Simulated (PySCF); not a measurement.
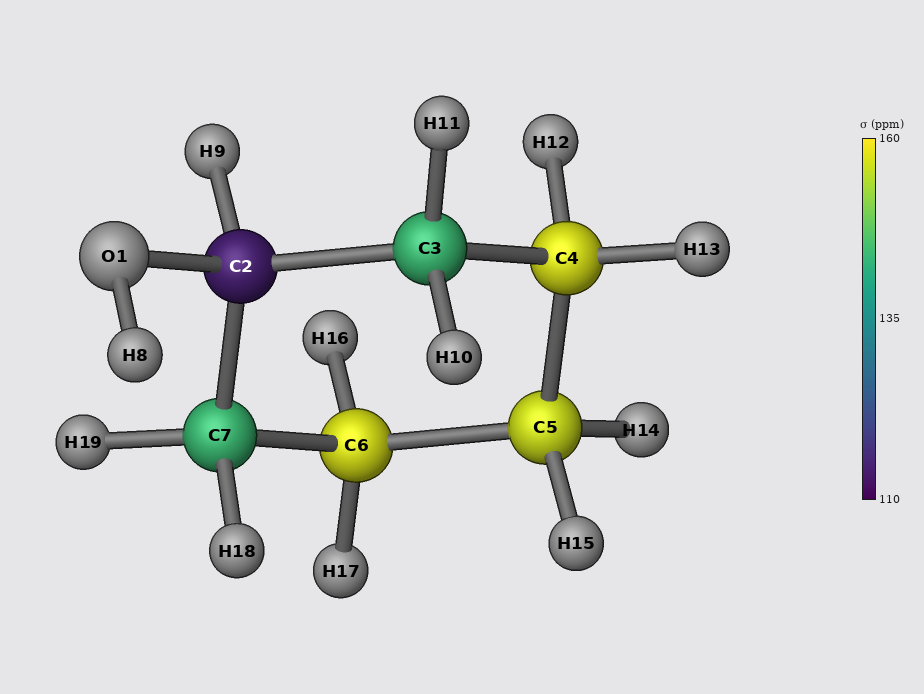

Atoms are coloured by their isotropic NMR shieldings (C only, the others grey). Computed geometry: PBE0-D3(BJ)/def2-SVP optimisation. No frequency run is at hand to confirm it as a minimum. Method: GIAO BHandHLYP/pcSseg-1 NMR shielding, non-relativistic, gas phase (PySCF 2.14.0).

List the isotropic NMR shieldings of the C atoms.

```csv
atom,σ (ppm)
C2,114.6
C3,144.3
C4,157.1
C5,156.4
C6,157.1
C7,144.3
```
